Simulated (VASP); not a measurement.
## Charges calculation, with input and output: GeH₂S

System: GeH₂S (4 atoms in the cell).
Method: Kohn-Sham DFT of a periodic cell, PBE with TS, VASP PAW PBE potentials, recommended, no spin polarisation (VASP 6.6.1).

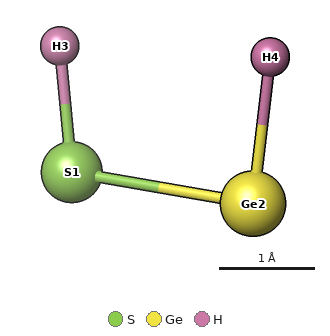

Figure 1. The structure as given in the input (ball-and-stick view of the molecule without its box, seen at a tilt; atoms are numbered from 1 in the order of the input). Bond lengths as drawn: Ge–H 1.59 Å, Ge–S 2.23 Å and H–S 1.34 Å.

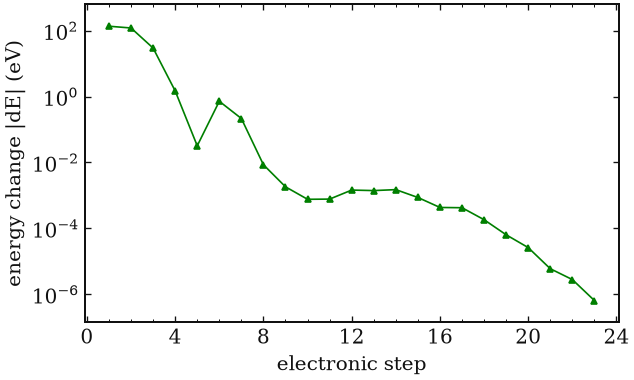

Figure 2. Convergence of the self-consistent field: energy change |dE| against the electronic step. It takes 23 electronic steps. The density is held fixed in the first few steps, and dE rises again when its update begins.

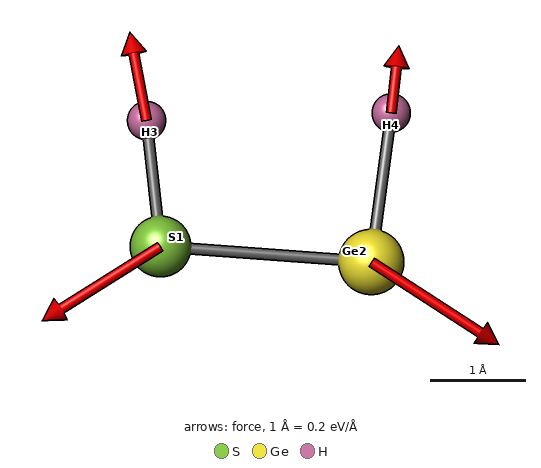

Figure 3. Forces on the atoms as red arrows (ball-and-stick view of the molecule without its box, seen on its broad side; atoms are numbered from 1 in the order of the input). The largest act on Ge2 (0.32 eV/Å); S1 (0.30 eV/Å); H3 (0.19 eV/Å); H4 (0.15 eV/Å). The geometry is not a stationary point of this energy.

The input and output of the run follow.

**INCAR**
```
SYSTEM = GeH2S
  PREC = Accurate
  ENCUT = 520
  EDIFF = 1E-6
  ISMEAR = 0
  SIGMA = 0.01
  LREAL = .FALSE.
  LASPH = .TRUE.
  NELM = 100
  ALGO = Normal
  ISIF = 2
  LWAVE = .FALSE.
  LCHARG = .FALSE.
  GGA = PE
  IVDW = 2
  LORBIT = 11
```

**KPOINTS**
```
regular mesh
0
G
  1 1 1
  0 0 0
```

**POSCAR**
```
GeH2S
1.0
   11.0000000000      0.0000000000      0.0000000000
    0.0000000000     12.0000000000      0.0000000000
    0.0000000000      0.0000000000     11.0000000000
S Ge H
1 1 2
Direct
    0.4637227300      0.3947625000      0.5265363600
    0.4275045500      0.5564041700      0.4342363600
    0.5748590900      0.4147375000      0.5719454500
    0.5550409100      0.6087375000      0.4728000000
```

Command:
```bash
cat potpaw_PBE.64/S/POTCAR potpaw_PBE.64/Ge_d/POTCAR potpaw_PBE.64/H/POTCAR > POTCAR
mpirun -np 1 vasp_gam > vasp.out
```

**OSZICAR**
```
N       E                     dE             d eps       ncg     rms          rms(c)
DAV:   1     0.136766948775E+03    0.13677E+03   -0.76728E+03    38   0.899E+02
DAV:   2     0.158509801333E+02   -0.12092E+03   -0.11821E+03    44   0.194E+02
DAV:   3    -0.138917409017E+02   -0.29743E+02   -0.29728E+02    37   0.940E+01
DAV:   4    -0.153824744525E+02   -0.14907E+01   -0.14901E+01    44   0.339E+01
DAV:   5    -0.154145987880E+02   -0.32124E-01   -0.32124E-01    37   0.529E+00    0.102E+01
DAV:   6    -0.146930370078E+02    0.72156E+00   -0.11763E+00    37   0.697E+00    0.562E+00
DAV:   7    -0.144765823495E+02    0.21645E+00   -0.91996E-01    37   0.665E+00    0.138E+00
DAV:   8    -0.144680362536E+02    0.85461E-02   -0.12380E-01    37   0.325E+00    0.792E-01
DAV:   9    -0.144662075736E+02    0.18287E-02   -0.13738E-02    37   0.983E-01    0.289E-01
DAV:  10    -0.144669714639E+02   -0.76389E-03   -0.56458E-03    37   0.551E-01    0.852E-02
DAV:  11    -0.144677465095E+02   -0.77505E-03   -0.72796E-04    37   0.210E-01    0.892E-02
DAV:  12    -0.144692029458E+02   -0.14564E-02   -0.29168E-04    37   0.107E-01    0.481E-02
DAV:  13    -0.144706079212E+02   -0.14050E-02   -0.76576E-04    37   0.123E-01    0.288E-02
DAV:  14    -0.144721092302E+02   -0.15013E-02   -0.21294E-04    30   0.680E-02    0.387E-02
DAV:  15    -0.144729765775E+02   -0.86735E-03   -0.11845E-04    37   0.509E-02    0.145E-02
DAV:  16    -0.144734082341E+02   -0.43166E-03   -0.24069E-05    37   0.197E-02    0.642E-03
DAV:  17    -0.144738321478E+02   -0.42391E-03   -0.36728E-05    37   0.208E-02    0.423E-03
DAV:  18    -0.144740155691E+02   -0.18342E-03   -0.13042E-05    37   0.136E-02    0.229E-03
DAV:  19    -0.144740794860E+02   -0.63917E-04   -0.41180E-06    29   0.696E-03    0.154E-03
DAV:  20    -0.144741055988E+02   -0.26113E-04   -0.17196E-06    29   0.439E-03    0.117E-03
DAV:  21    -0.144741115651E+02   -0.59663E-05   -0.21258E-07    29   0.212E-03    0.403E-04
DAV:  22    -0.144741143619E+02   -0.27968E-05   -0.11210E-07    22   0.132E-03    0.211E-04
DAV:  23    -0.144741150075E+02   -0.64555E-06   -0.20450E-08    29   0.719E-04
   1 F= -.14479545E+02 E0= -.14479545E+02  d E =-.293769E-47
```

**Parts of OUTCAR**
```
SYSTEM = GeH2S
   PREC = Accurate
   ENCUT = 520
   EDIFF = 1E-6
   ISMEAR = 0
   LREAL = .FALSE.
   LASPH = .TRUE.
   NELM = 100
   ISIF = 2
   GGA = PE
   IVDW = 2
   LORBIT = 11
  IVDW =   2
  VDW_C6AU =    134.000   354.000     6.500 au
  VDW_ALPHA =   19.600  41.000   4.500 au
  VDW_R0AU =    3.855   4.195   3.099 au
  VDW_RADIUS =    50.000 A
  VDW_IDAMPF =  0
  VDW_S6 =     1.000
  VDW_SR =     0.940
  VDW_D =    20.000

 ion  position               nearest neighbor table
   1  0.464  0.395  0.527-   3 1.34   2 2.23
   2  0.428  0.556  0.434-   4 1.59   1 2.23
   3  0.575  0.415  0.572-   1 1.34
   4  0.555  0.609  0.473-   2 1.59

  LATTYP: Found a simple tetragonal cell.
 ALAT       =    11.0000000000
 C/A-ratio  =     1.0909090909

  Lattice vectors:

 A1 = ( -11.0000000000,   0.0000000000,   0.0000000000)
 A2 = (   0.0000000000,   0.0000000000,  11.0000000000)
 A3 = (   0.0000000000,  12.0000000000,   0.0000000000)

Analysis of symmetry for initial positions (statically):
=====================================================================
 Subroutine PRICEL returns:
 Original cell was already a primitive cell.

 Routine SETGRP: Setting up the symmetry group for a
 simple tetragonal supercell.

 Subroutine GETGRP returns: Found  1 space group operations
 (whereof  1 operations were pure point group operations)
 out of a pool of 16 trial point group operations.

The static configuration has the point symmetry C_1 .

Analysis of symmetry for dynamics (positions and initial velocities):
=====================================================================
 Subroutine PRICEL returns:
 Original cell was already a primitive cell.

 Routine SETGRP: Setting up the symmetry group for a
 simple tetragonal supercell.

 Subroutine GETGRP returns: Found  1 space group operations
 (whereof  1 operations were pure point group operations)
 out of a pool of 16 trial point group operations.

The dynamic configuration has the point symmetry C_1 .

 Subroutine INISYM returns: Found  1 space group operations
 (whereof  1 operations are pure point group operations),
 and found     1 'primitive' translations

----------------------------------------------------------------------------------------

                                     Primitive cell

  volume of cell :    1452.0000

  direct lattice vectors                    reciprocal lattice vectors
    11.000000000  0.000000000  0.000000000     0.090909091  0.000000000  0.000000000
     0.000000000 12.000000000  0.000000000     0.000000000  0.083333333  0.000000000
     0.000000000  0.000000000 11.000000000     0.000000000  0.000000000  0.090909091

  length of vectors
    11.000000000 12.000000000 11.000000000     0.090909091  0.083333333  0.090909091

  position of ions in fractional coordinates (direct lattice)
     0.463722730  0.394762500  0.526536360
     0.427504550  0.556404170  0.434236360
     0.574859090  0.414737500  0.571945450
     0.555040910  0.608737500  0.472800000

  ion indices of the primitive-cell ions
   primitive index   ion index
                 1           1
                 2           2
                 3           3
                 4           4

----------------------------------------------------------------------------------------

 KPOINTS: regular mesh

Automatic generation of k-mesh.
 Grid dimensions read from file:
 generate k-points for:    1    1    1

 Generating k-lattice:

  Cartesian coordinates                     Fractional coordinates (reciprocal lattice)
     0.090909091  0.000000000  0.000000000     1.000000000  0.000000000  0.000000000
     0.000000000  0.083333333  0.000000000     0.000000000  1.000000000  0.000000000
     0.000000000  0.000000000  0.090909091     0.000000000  0.000000000  1.000000000

  Length of vectors
     0.090909091  0.083333333  0.090909091

  Shift w.r.t. Gamma in fractional coordinates (k-lattice)
     0.000000000  0.000000000  0.000000000

 Subroutine IBZKPT returns following result:
 ===========================================

 Found      1 irreducible k-points:

 Following reciprocal coordinates:
            Coordinates               Weight
  0.000000  0.000000  0.000000      1.000000
   k-points           NKPTS =      1   k-points in BZ     NKDIM =      1   number of bands    NBANDS=     15
   number of dos      NEDOS =    301   number of ions     NIONS =      4
   total plane-waves  NPLWV = 635040
   dimension x,y,z NGX =    84 NGY =   90 NGZ =   84
   dimension x,y,z NGXF=   168 NGYF=  180 NGZF=  168
   ions per type =               1   1   2
   NGX,Y,Z   is equivalent  to a cutoff of  12.70, 12.47, 12.70 a.u.
   NGXF,Y,Z  is equivalent  to a cutoff of  25.39, 24.94, 25.39 a.u.
 SYSTEM =  GeH2S
   PREC   = accura    normal or accurate (medium, high low for compatibility)
   ISTART =      0    job   : 0-new  1-cont  2-samecut
   ICHARG =      2    charge: 1-file 2-atom 10-const
   ISPIN  =      1    spin polarized calculation?
   LNONCOLLINEAR =      F non collinear calculations
   LSORBIT =      F    spin-orbit coupling
   LASPH  =      T    aspherical Exc in radial PAW
   ENCUT  =  520.0 eV  38.22 Ry    6.18 a.u.  20.45 22.31 20.45*2*pi/ulx,y,z
   NELM   =    100;   NELMIN=  2; NELMDL= -5     # of ELM steps
   EDIFF  = 0.1E-05   stopping-criterion for ELM
   LREAL  =      F    real-space projection
   EDIFFG = 0.1E-04   stopping-criterion for IOM
   NSW    =      0    number of steps for IOM
   IBRION =     -1    ionic relax: 0-MD 1-quasi-New 2-CG
   NFREE  =      0    steps in history (QN), initial steepest desc. (CG)
   ISIF   =      2    stress and relaxation
   ISYM   =      2    0-nonsym 1-usesym 2-fastsym
   POTIM  = 0.5000    time-step for ionic-motion
   TEBEG  =    0.0;   TEEND  =   0.0 temperature during run
   PSTRESS=    0.0 pullay stress
   NELECT =      22.0000    total number of electrons
   NUPDOWN=      -1.0000    fix difference up-down
   EMIN   =  10.00;   EMAX   =-10.00  energy-range for DOS
   EFERMI =   0.00;   METHOD = LEGACY
   ISMEAR =     0;   SIGMA  =   0.01  broadening in eV -4-tet -1-fermi 0-gaus
   EFERMI_NEDOS =   21; number of points for ismear=-14 and -15
   IALGO  =     38    algorithm
   IMIX   =      4    mixing-type and parameters
     AMIX     =   0.40;   BMIX     =  1.00
     AMIX_MAG =   1.60;   BMIX_MAG =  1.00
  volume/ion in A,a.u.               =     363.00      2449.64
  Fermi-wavevector in a.u.,A,eV,Ry     =   0.405098  0.765524  2.232777  0.164104
  Thomas-Fermi vector in A             =   1.357169
   LORBIT       =     11    0 simple, 1 ext, 2 COOP (PROOUT), +10 PAW based schemes
   GGA     = PE    functional components
   LHFCALC =     F    Hartree Fock is set to
   AEXX    =    0.0000 exact exchange contribution
   IVDW    =     2    specifies the selected vdW correction
   LEPSILON=     F    determine dielectric tensor
   LRPA    =     F    only Hartree local field effects (RPA)
 non-spin polarized calculation
 Gauss-broadening in eV      SIGMA  =   0.01
  energy-cutoff  :      520.00
  volume of cell :     1452.00
 maximum number of plane-waves:     19579
 NGX is ok and might be reduce to    84
   NGX = 41   NGY = 45   NGZ = 41

 number of electron      22.0000010 magnetization

 Free energy of the ion-electron system (eV)
  ---------------------------------------------------
  ext. energy  EPLUGINS =         0.00000000
  ---------------------------------------------------
  free energy    TOTEN  =       -14.47411501 eV

  energy without entropy =      -14.47411501  energy(sigma->0) =      -14.47411501

 E-fermi :  -5.7387     XC(G=0):  -0.8957     alpha+bet : -0.3414

 val. band max:       -5.8408131433   @ k =   0.0000   0.0000   0.0000
 cond. band min:      -3.0787275529   @ k =   0.0000   0.0000   0.0000
 fundamental gap:      2.7620855904
 Fermi energy:        -5.7387009857

 k-point     1 :       0.0000    0.0000    0.0000
  band No.  band energies     occupation
      1     -28.7527      2.00000
      2     -28.7023      2.00000
      3     -28.5925      2.00000
      4     -28.4982      2.00000
      5     -28.4425      2.00000
      6     -18.0237      2.00000
      7     -12.4737      2.00000
      8      -9.8962      2.00000
      9      -7.1195      2.00000
     10      -6.6626      2.00000
     11      -5.8408      2.00000
     12      -3.0787      0.00000
     13      -0.9393      0.00000
     14      -0.4781      0.00000
     15       0.0899      0.00000

------------------------ aborting loop because EDIFF is reached ----------------------------------------

  Hirshfeld charges:
            ion         q(e)
   ------------------------------
      1     S       -0.11505627
      2     Ge       0.18652190
      3     H        0.04432320
      4     H       -0.11578883

  Tkatchenko/Scheffler method for vdW energy calculation

  Number of pair interactions contributing to vdW energy:    3568

  Edisp (eV):   -0.00543

  FORCE on cell =-STRESS in cart. coord.  units (eV):
  Direction    XX          YY          ZZ          XY          YZ          ZX
  --------------------------------------------------------------------------------------
  -------------------------------------------------------------------------------------
  Total       0.38564     0.47462     0.15251     0.00493    -0.21730     0.20648
  in kB       0.42553     0.52371     0.16828     0.00543    -0.23977     0.22784
  external pressure =        0.37 kB  Pullay stress =        0.00 kB

 VOLUME and BASIS-vectors are now :
 -----------------------------------------------------------------------------
  energy-cutoff  :      520.00
  volume of cell :     1452.00
      direct lattice vectors                 reciprocal lattice vectors
    11.000000000  0.000000000  0.000000000     0.090909091  0.000000000  0.000000000
     0.000000000 12.000000000  0.000000000     0.000000000  0.083333333  0.000000000
     0.000000000  0.000000000 11.000000000     0.000000000  0.000000000  0.090909091

 POSITION                                       TOTAL-FORCE (eV/Angst)
 -----------------------------------------------------------------------------------
      5.10095      4.73715      5.79190        -0.115278     -0.269117      0.057449
      4.70255      6.67685      4.77660        -0.190162      0.193271     -0.175205
      6.32345      4.97685      6.29140         0.175968      0.020716      0.077285
      6.10545      7.30485      5.20080         0.129472      0.055130      0.040471
 -----------------------------------------------------------------------------------
    total drift:                                0.001820      0.000644      0.000547

  FREE ENERGIE OF THE ION-ELECTRON SYSTEM (eV)
  ---------------------------------------------------
  free  energy   TOTEN  =       -14.4795448266 eV

  energy  without entropy=      -14.4795448266  energy(sigma->0) =      -14.47954483

 total charge

# of ion       s       p       d       tot
------------------------------------------
    1        1.345   2.402   0.000   3.747
    2        1.265   0.981  10.030  12.276
    3        0.564   0.038   0.000   0.602
    4        0.546   0.011   0.000   0.556
--------------------------------------------------
tot          3.720   3.431  10.030  17.181
```

**CONTCAR**
```
GeH2S
   1.00000000000000
    11.0000000000000000    0.0000000000000000    0.0000000000000000
     0.0000000000000000   12.0000000000000000    0.0000000000000000
     0.0000000000000000    0.0000000000000000   11.0000000000000000
  S               Ge              H
     1     1     2
Direct
     0.4637227300000006    0.3947624999999988    0.5265363600000015
     0.4275045500000019    0.5564041700000004    0.4342363599999999
     0.5748590899999968    0.4147375000000011    0.5719454500000012
     0.5550409100000024    0.6087374999999966    0.4727999999999994

  0.00000000E+00  0.00000000E+00  0.00000000E+00
  0.00000000E+00  0.00000000E+00  0.00000000E+00
  0.00000000E+00  0.00000000E+00  0.00000000E+00
  0.00000000E+00  0.00000000E+00  0.00000000E+00
```

**Results in brief**

```json
{"quantity": "outcome", "value": "converged"}
{"quantity": "electrons treated", "value": "22"}
{"quantity": "free energy", "value": "−14.4795 eV"}
{"quantity": "dispersion energy", "value": "−0.0054 eV"}
{"quantity": "Fermi energy of the self-consistent step", "value": "−5.739 eV"}
{"quantity": "gap on the k-point mesh", "value": "2.76 eV"}
{"quantity": "largest force (length of the vector)", "value": "0.323 eV/Å"}
{"quantity": "hardware", "value": "1 thread of Intel Xeon (Sapphire Rapids), 128 GiB of memory available, shared host"}
{"quantity": "wall time", "value": "92 s"}
{"quantity": "peak memory", "value": "1.1 GiB"}
```
